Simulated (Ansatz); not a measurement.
# GeH2Cl (SMILES [Cl][GeH2]): levels of theory compared

We compute a comparison of 6 runs (UHF/3-21G, UHF/def2-TZVPP, UB3LYP/6-31G*, U-revPBE/def2-TZVPP, UCCSD/def2-TZVPP, UCCSD(T)/def2-TZVPP) of GeH2Cl. 

The calculation is run with Ansatz 0.2.0.

39 further runs of the same task are left out: 39 set aside as unsound or not needed.

## 1. The structure to begin with

GeH2Cl has 4 atoms, charge 0, and is taken as a doublet. As SMILES, `[Cl][GeH2]`. The Cl1–Ge2 distance was set to 3.881 Å, away from the relaxed value. At this shape a bond of the SMILES string is far longer than usual.

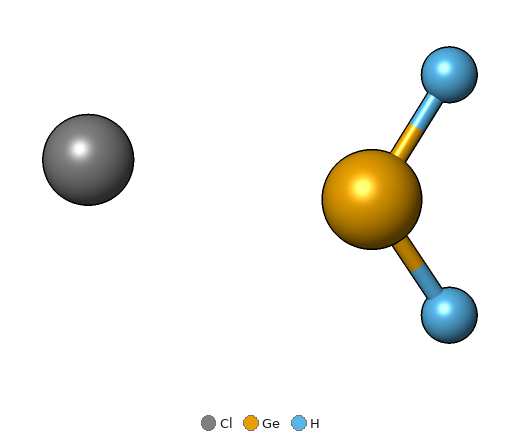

Viewed from a chosen angle; chlorine grey, germanium amber, hydrogen blue.

## 2. The energy at UHF/3-21G (run 1)

run.yaml reads:

```yaml
crystal:
  periodic: [false, false, false]
  atoms:
    - {symbol: Cl, position_ang: [-2.898609, 0.910253, 1.901600]}
    - {symbol: Ge, position_ang: [0.106700, -0.451100, -0.141600]}
    - {symbol: H, position_ang: [0.072700, 0.259600, -1.514200]}
    - {symbol: H, position_ang: [1.383400, -0.113700, 0.662300]}
basis:
  gaussian:
    orbitals: 3-21G-spherical.json
magnetization:
  spin_polarized: true
  initial_magnetization: 1
hamiltonian:
  xc: hf
accuracy: high
output: {orbitals: {seedname: orbitals}}
```

The basis set 3-21G is read from a file made from the Basis Set Exchange's data (not shown).

Command:

```
$ ansatz run run.yaml --threads 1 --pin off --max-ram 3480MiB --events-out events.jsonl --progress --plain --runs-dir runs
```

What it wrote:

```text
Warning: RAYON_NUM_THREADS=1 ignored (pool sized by the plan → 1); use --threads N
Functional definition: HF
  name "HF"
  exchange = exact_x
  correlation = 0
604 factors; integrals over basis functions are off by at most 4.7e-9 eV
mean field evaluation 1: about -68670.1306 eV, gradient 1.5e1 eV
mean field evaluation 2: about -68670.1384 eV, gradient 1.5e1 eV
mean field evaluation 4: about -68672.3645 eV, gradient 1.6e0 eV
mean field evaluation 8: about -68672.4239 eV, gradient 6.3e-1 eV
mean field evaluation 16: about -68673.4849 eV, gradient 4.6e-2 eV
mean field evaluation 32: about -68673.4543 eV, gradient 1.9e-1 eV
mean field evaluation 64: about -68673.4288 eV, gradient 1.3e-1 eV
mean field evaluation 96: about -68673.3557 eV, gradient 2.3e-1 eV
mean field evaluation 128: about -68671.7205 eV, gradient 2.0e0 eV
mean field evaluation 160: about -68673.1204 eV, gradient 8.2e-1 eV
mean field evaluation 192: about -68672.4037 eV, gradient 4.8e-2 eV
mean field evaluation 224: about -68672.4670 eV, gradient 7.9e-1 eV
mean field evaluation 256: about -68672.4300 eV, gradient 1.0e-7 eV
mean field -68673.48489617 eV, -2523.7040213744 hartree, gradient 7.0e-8 eV, S^2 1.185274; 4 other end points of the search recorded, 0 dependent functions left out
reference -68673.48489617 eV, -2523.7040213744 hartree; 26, 25 occupied and 13, 14 virtual orbitals, 604 factors
Total energy: -68673.48489617 eV, -2523.7040213744 hartree
```

Run time: 1.8 s. Hardware: 1 thread of Arm Neoverse V2, shared host; peak memory 0.1 GiB.

## 3. The energy at UHF/def2-TZVPP (run 2)

Changes to run.yaml since step 2:

```diff
@@ -9,3 +9,3 @@
   gaussian:
-    orbitals: 3-21G-spherical.json
+    orbitals: def2-TZVPP
 magnetization:
```

Command:

```
$ ansatz run run.yaml --threads 1 --pin off --max-ram 3480MiB --events-out events.jsonl --progress --plain --runs-dir runs
```

What it wrote:

```text
Warning: RAYON_NUM_THREADS=1 ignored (pool sized by the plan → 1); use --threads N
[... 4 set-up lines as earlier in the session ...]
1664 factors; integrals over basis functions are off by at most 1.2e-8 eV
mean field evaluation 1: about -69002.8233 eV, gradient 1.7e1 eV
mean field evaluation 2: about -69002.8262 eV, gradient 1.7e1 eV
mean field evaluation 4: about -69005.4068 eV, gradient 2.2e0 eV
mean field evaluation 8: about -69005.5271 eV, gradient 8.8e-1 eV
mean field evaluation 16: about -69006.7783 eV, gradient 7.8e-2 eV
mean field evaluation 32: about -69005.5902 eV, gradient 1.4e0 eV
mean field evaluation 64: about -69006.5317 eV, gradient 5.8e0 eV
mean field evaluation 96: about -69006.6523 eV, gradient 2.8e-1 eV
mean field evaluation 128: about -69006.3110 eV, gradient 1.7e-1 eV
mean field evaluation 160: about -69006.5002 eV, gradient 3.0e-1 eV
mean field evaluation 192: about -69005.6282 eV, gradient 2.0e0 eV
mean field evaluation 224: about -69005.7918 eV, gradient 6.2e-1 eV
mean field evaluation 256: about -69005.4891 eV, gradient 8.3e-6 eV
mean field -69006.77836308 eV, -2535.9523303687 hartree, gradient 2.8e-8 eV, S^2 1.279941; 5 other end points of the search recorded, 0 dependent functions left out
reference -69006.77836308 eV, -2535.9523303687 hartree; 26, 25 occupied and 92, 93 virtual orbitals, 1664 factors
Total energy: -69006.77836308 eV, -2535.9523303687 hartree
```

Wall time 23 s (1 thread of Arm Neoverse V2, shared host); peak memory 0.4 GiB.

Runs 3 to 5 aren't shown in full; the table further down has their settings and results.

## 4. The energy at UCCSD(T)/def2-TZVPP (run 6)

job.yaml reads:

```yaml
crystal:
  periodic: [false, false, false]
  atoms:
    - {symbol: Cl, position_ang: [-2.898609, 0.910253, 1.901600]}
    - {symbol: Ge, position_ang: [0.106700, -0.451100, -0.141600]}
    - {symbol: H, position_ang: [0.072700, 0.259600, -1.514200]}
    - {symbol: H, position_ang: [1.383400, -0.113700, 0.662300]}
basis:
  gaussian: {orbitals: def2-TZVPP}
magnetization: {spin_polarized: true, initial_magnetization: 1}
correlation: {method: ccsd_t, frozen_orbitals: {Cl: 5, Ge: 9, H: 0}}
accuracy: high
scf: {omitted_lower_state_checks: [cluster_reference, increment]}
```

Command:

```
$ ansatz run job.yaml --threads 1 --pin off --max-ram 3480MiB --events-out events.jsonl --progress --plain --runs-dir runs
```

What it wrote:

```text
Warning: RAYON_NUM_THREADS=1 ignored (pool sized by the plan → 1); use --threads N
[... 17 lines left out ...]
14 core orbitals not correlated: weight in the atoms' cores, before any rotation towards them, 1.000 or more for the frozen orbitals, at most 0.000 for the correlated occupied ones
[... 48 lines left out ...]
Total energy: -69018.89690965 eV, -2536.3976787409 hartree
Checks for a lower state left out: cluster_reference, increment
```

Run time: 4 min. Hardware: 1 thread of Arm Neoverse V2, shared host; peak memory 1.9 GiB.

## 5. All runs side by side

```tsv
run	level	Cartesian functions	frozen core orbitals	energy (Eh)	HOMO energy (eV)	LUMO energy (eV)	⟨S²⟩	wall time
1	UHF/3-21G	no	–	-2523.704021	-8.67	-1.18	1.185	1.8 s
2	UHF/def2-TZVPP	no	–	-2535.952330	-9.11	-0.92	1.280	23 s
3	UB3LYP/6-31G* (Cartesian functions)	yes	–	-2538.056931	-7.02	-5.50	0.824	8.1 s
4	U-revPBE/def2-TZVPP	no	–	-2538.066724	-6.19	-5.93	0.794	18 s
5	UCCSD/def2-TZVPP	no	14	-2536.383319	–	–	1.280	2.8 min
6	UCCSD(T)/def2-TZVPP	no	14	-2536.397679	–	–	1.280	4 min
```

## 6. Summary of results

```
                                           quantity           value
                                run 6: total energy  -2536.39768 Eh
run 6: correlation energy (14 core orbitals frozen)      -445.3 mEh
                              run 6: (T) correction      -14.36 mEh
           run 6: ⟨S²⟩ of the reference determinant           1.280
                               run 6: T1 diagnostic           0.047
```

In words: Below the UHF energy at the same shape and in the same basis (def2-TZVPP): UCCSD -431.0 mEh; UCCSD(T) -445.3 mEh. Totals of different functionals can't be ranked against each other. Spin contamination of the reference: run 2 ⟨S²⟩ = 1.28, run 5 ⟨S²⟩ = 1.28, run 6 ⟨S²⟩ = 1.28, run 1 ⟨S²⟩ = 1.19. All runs together took 7.7 min, the longest 4 min.
